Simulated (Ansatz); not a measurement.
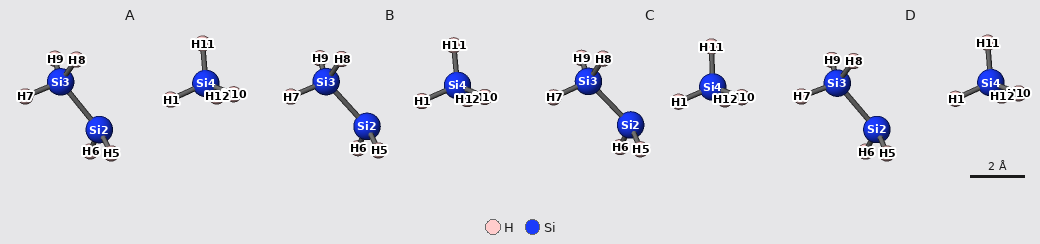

4 geometries from one relaxation of Si3H9 (multiplicity 2) (started from a transition state, displaced along its imaginary mode), in shuffled order. A ball-and-stick model, seen at a tilt.

Computed with UKS PBE0-D4/def2-TZVP (Ansatz 0.2.0). Settings: force threshold 0.005 eV/Å; at most 200 steps.

### Order the frames from highest to lowest energy.

C, B, A, D. They are steps 0, 1, 3, 8, at +7.67 kcal/mol, +2.21 kcal/mol, +0.53 kcal/mol relative to the last. After 8 geometry steps the energy has fallen by 7.67 kcal/mol. The largest force component goes from 2.1 to 0.0041 eV/Å. The atom that moves furthest after the best rigid fit is Si4 (0.72 Å). By element the largest moves are Si 0.72 Å, H 0.66 Å. Some distances before and after: H1–Si2 2.043 → 3.247 Å, H1–Si4 1.427 → 1.487 Å, Si4–H10 1.499 → 1.485 Å, Si2–Si3 2.317 → 2.323 Å. Bond angles that change, for instance: H1–Si4–H10 112.0° → 109.5°, H10–Si4–H11 107.0° → 109.5°.
